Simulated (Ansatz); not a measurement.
# Lattice dynamics of LiMg (P-6m2), part 2 of 2

Aim: the phonons of LiMg (P-6m2) at a cell relaxed beforehand at this level. After the zone centre comes a 3×3×2 q mesh on a 15×15×8 k mesh.

Ansatz 0.2.0; DFT PBEsol, scalar-relativistic, plane waves, PAW.

So far. Step 2 (Zone-centre response): Before it was imposed, the acoustic sum rule was missed by 1.6e-5 eV/Å². Small misses are needed for a sound result but don't prove that mesh and cutoff are converged. The lowest optical mode is real, 146 cm⁻¹.

## 3. The dispersion (continued)

The partial phonon density of states has structure finer than the step of the table below, so its rows give means over 20 cm⁻¹, whole bins alone (the curve runs from -10 to 335 cm⁻¹). Peaks (cm⁻¹: height): Li 222.1: 0.0205, 298.0: 0.0814; Mg 113.6: 0.0402, 222.1: 0.0343, 300.1: 0.0104.

Phonopy on the run's constants, 21x21x11 mesh, Gaussian sigma 2.5 cm-1. Interpolated from a 3×3×2 q mesh. The partial phonon density of states by wavenumber; means over each step; values in 1/cm⁻¹/cell:

| wavenumber (cm⁻¹) | Li | Mg |
| --- | --- | --- |
| 0 | 6.8e-6 | 2.6e-5 |
| 20 | 8.6e-5 | 2.9e-4 |
| 40 | 4.3e-4 | 0.00147 |
| 60 | 7.8e-4 | 0.00277 |
| 80 | 0.00144 | 0.00598 |
| 100 | 0.00330 | 0.0180 |
| 120 | 0.00544 | 0.0300 |
| 140 | 0.00452 | 0.0165 |
| 160 | 0.00614 | 0.0145 |
| 180 | 0.00754 | 0.0124 |
| 200 | 0.00971 | 0.00981 |
| 220 | 0.0175 | 0.0214 |
| 240 | 0.0122 | 0.00897 |
| 260 | 0.00944 | 7.1e-4 |
| 280 | 0.0191 | 5.7e-4 |
| 300 | 0.0513 | 0.00630 |
| 320 | 0.00108 | 2.6e-4 |

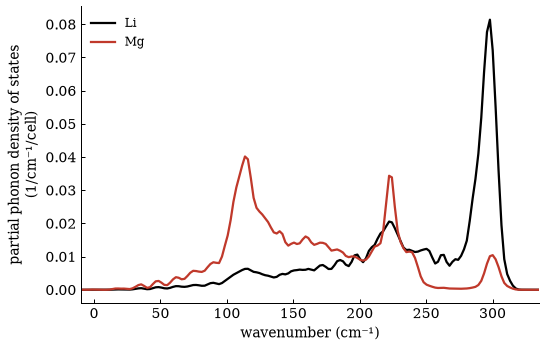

Partial phonon density of states, plotted against wavenumber.

Second derivatives of the energy by pair, one row for each kind of neighbour of each atom listed. Each entry sums the pair over the periodic images of the supercell that the q mesh stands for, and in a polar crystal it holds the long-range dipole part too. Force constants by pair, by row:

| atom | neighbour | distance (Å) | third of the trace (eV/Å²) | along the pair's line (eV/Å²) |
| --- | --- | --- | --- | --- |
| Li1 | itself | 0 | 1.598 | – |
| Li1 | Mg | 3.09 | -0.1775 | -0.4874 |
| Li1 | Li | 3.105 | -0.1135 | -0.3157 |
| Li1 | Mg | 4.381 | 0.0301 | 0.1022 |
| Li1 | Li | 5.033 | -0.019 | -0.0161 |
| Li1 | Mg | 5.37 | -0.0096 | -0.0249 |
| Li1 | Li | 5.379 | 0.0075 | 4.00e-4 |
| Li1 | Li | 5.914 | -1.00e-4 | -0.0121 |
| Li1 | Li | 7.366 | 0.0145 | 0.0118 |
| Mg2 | itself | 0 | 2.616 | – |
| Mg2 | Li | 3.09 | -0.1775 | -0.4874 |
| Mg2 | Mg | 3.105 | -0.2737 | -0.8047 |
| Mg2 | Li | 4.381 | 0.0301 | 0.1022 |
| Mg2 | Mg | 5.033 | 0.0429 | 0.1984 |
| Mg2 | Li | 5.37 | -0.0096 | -0.0249 |
| Mg2 | Mg | 5.379 | -0.0241 | -0.0449 |
| Mg2 | Mg | 5.914 | -0.0026 | -0.0071 |
| Mg2 | Mg | 7.366 | -0.0059 | -0.0088 |

Harmonic thermodynamic functions per atom, from the density of states. Interpolated from a 3×3×2 q mesh. Thermodynamic functions, by row:

| T (K) | F_vib (meV/atom) | S (J/mol-atom/K) | C_V (J/mol-atom/K) |
| --- | --- | --- | --- |
| 0 | 37.5 | 0 | 0 |
| 50 | 37.25 | 1.825 | 4.672 |
| 100 | 34.82 | 7.867 | 13.27 |
| 200 | 20.16 | 19.91 | 20.71 |
| 300 | -5.32 | 28.8 | 22.9 |
| 400 | -38.79 | 35.52 | 23.76 |
| 500 | -78.47 | 40.87 | 24.17 |
| 600 | -123.2 | 45.3 | 24.4 |
| 700 | -172.1 | 49.07 | 24.54 |
| 800 | -224.7 | 52.35 | 24.64 |
| 900 | -280.5 | 55.26 | 24.7 |
| 1000 | -339.2 | 57.86 | 24.75 |

Harmonic mean-square displacement, third of the trace. Interpolated from a 3×3×2 q mesh. Mean square displacements, by row:

| T (K) | Li1 U_eq (Å²) | Mg2 U_eq (Å²) |
| --- | --- | --- |
| 0 | 0.01124 | 0.00503 |
| 100 | 0.01411 | 0.00787 |
| 300 | 0.02954 | 0.01959 |
| 600 | 0.05625 | 0.03836 |

Symmetry leaves 6 wavevectors to solve. The lowest mode among them, the acoustic zeros apart, lies at q = (0, 0, -0.5) and is real, 71.8 cm⁻¹.

## 4. Another isotope, element Li, natural mass 6.94 amu

An isotope changes the mass and not the force constants, so no new electronic calculation is needed; the shifts show which modes move this element.

The same force constants with the mass of Li changed from 6.940 to 6.015 u (phonopy, no LO-TO term). Both lists are sorted by frequency; levels can cross, so a row need not hold one and the same mode. Modes under 3 cm⁻¹ are left out. Isotope shifts, by row:

| q | rank | natural mass (cm⁻¹) | changed mass (cm⁻¹) |
| --- | --- | --- | --- |
| 0 0 0 | 4 | 146.3 | 154.8 |
| 0 0 0 | 5 | 146.3 | 154.8 |
| 0 0 0 | 6 | 315.4 | 333.7 |
| 0 0 -0.5 | 1 | 71.75 | 71.75 |
| 0 0 -0.5 | 2 | 71.75 | 71.75 |
| 0 0 -0.5 | 3 | 110.7 | 118.9 |
| 0 0 -0.5 | 4 | 110.7 | 118.9 |
| 0 0 -0.5 | 5 | 142.3 | 142.3 |
| 0 0 -0.5 | 6 | 289.8 | 311.3 |
| 0 0.3333 0 | 1 | 98.1 | 100.4 |
| 0 0.3333 0 | 2 | 113.1 | 114 |
| 0 0.3333 0 | 3 | 208.5 | 213.2 |
| 0 0.3333 0 | 4 | 212.4 | 218.8 |
| 0 0.3333 0 | 5 | 270.8 | 289.8 |
| 0 0.3333 0 | 6 | 298.3 | 317.8 |
| 0 0.3333 -0.5 | 1 | 117.4 | 117.8 |
| 0 0.3333 -0.5 | 2 | 147.7 | 147.7 |
| 0 0.3333 -0.5 | 3 | 198.4 | 207.2 |
| 0 0.3333 -0.5 | 4 | 205.5 | 213.1 |
| 0 0.3333 -0.5 | 5 | 271.4 | 290.5 |
| 0 0.3333 -0.5 | 6 | 294.9 | 314.3 |

A mode of this element alone would shift by +7.41 %. The highest zone-centre frequency without the field goes from 315.4 to 333.7 cm⁻¹ (+5.8 %). The product of the frequency ratios over all optical modes at Γ is 1.185; the product rule, (m/m′)^(3k/2) (M′/M)^(3/2) with k = 1 such atoms and M the mass of the cell, gives 1.185.

## 5. Isotope substitution, element Mg, natural mass 24.305 amu

The same for Mg, from 24.30 to 25.98 u.

A mode of this element alone would shift by -3.28 %. The highest zone-centre frequency without the field goes from 315.4 to 313.1 cm⁻¹ (-0.7 %). The product of the frequency ratios over all optical modes at Γ is 0.978; the product rule, (m/m′)^(3k/2) (M′/M)^(3/2) with k = 1 such atoms and M the mass of the cell, gives 0.979.

## 6. Results

| Property | Result |
| --- | --- |
| space group (within 0.01 Å) | P-6m2 |
| volume per atom | 21.0 Å³ |
| electronic character | no gap on this mesh |
| highest optical mode at the zone centre (no LO-TO term) | 315 cm⁻¹ |
| lowest optical zone-centre mode | 146 cm⁻¹ |
| lowest mode on the q mesh (acoustic modes at Γ apart) | 71.8 cm⁻¹ |
| highest frequency on the path or at a solved wavevector | 315 cm⁻¹ |
| zero-point energy per atom | 37.5 meV |
| heat capacity at 300 K | 22.9 J/(mol atoms K) |
| vibrational entropy at 300 K | 28.8 J/(mol atoms K) |
| Debye temperature (second moment) | 398 K |
| imaginary modes on the 3×3×2 q mesh | none |

What this shows: The structure is a minimum as far as tested: no mode is imaginary at the 6 irreducible wavevectors of the 3×3×2 mesh, and the softest away from the acoustic zeros lies at 72 cm⁻¹. The optical modes at Γ span 146 to 315 cm⁻¹. The highest mode in this list at Γ, 315.4 cm⁻¹, is mostly motion of Li (78 % of the kinetic energy). With no gap, or one that is small against the smearing, the frequencies hang on the k mesh and the smearing, most of all near Kohn anomalies. The phonon runs are without spin polarisation, although the cell has an odd electron count. A phonon run warned that its eigensolver left some bands unconverged in a pass. These are harmonic frequencies at zero temperature: anharmonic shifts, linewidths and thermal expansion are left out.

[Hosts, paths, dates, database ids (printed as entryN), source tags and the programs' standing remarks are cut or masked in the printed files.]
